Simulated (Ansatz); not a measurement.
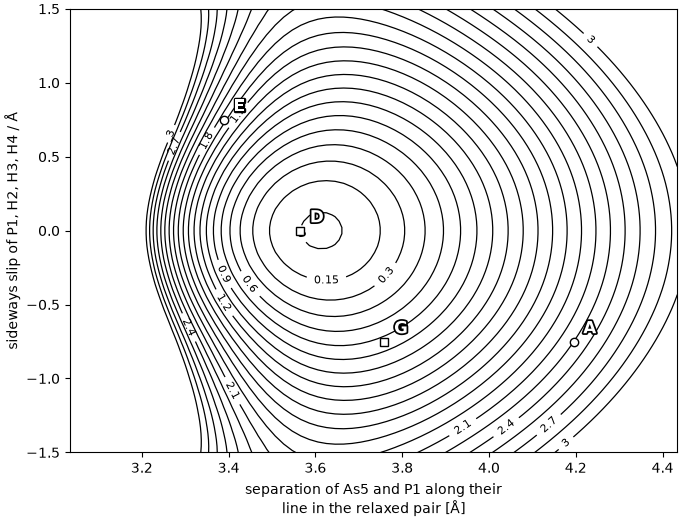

The pair H₃P···AsH₃. First axis: separation of As5 and P1 along their line in the relaxed pair. Second axis: sideways slip of P1, H2, H3, H4. Nothing is relaxed (both partners rigid). Grid: 9 × 9 points. Points are written as (first, second). Energies: kJ/mol, counted from the lowest grid point. All numbers below come from RKS PBE0-D4/def2-TZVPD (Ansatz).

In the figure: contour lines labelled in kJ/mol (none above 3), lettered points. Between grid points the surface is interpolated.

Question: Is A the lowest point of the computed grid?

Answer: No. A lies 2.2 kJ/mol above the lowest grid point, which is at (3.565 Å, 0.000 Å).

Question: What kind of point is each of A, D, E, G: minimum, saddle, maximum or slope?

Answer: A: on a slope; D: minimum; E: on a slope; G: on a slope. (In these two coordinates alone; a stationary point may lie a little off the grid point.)
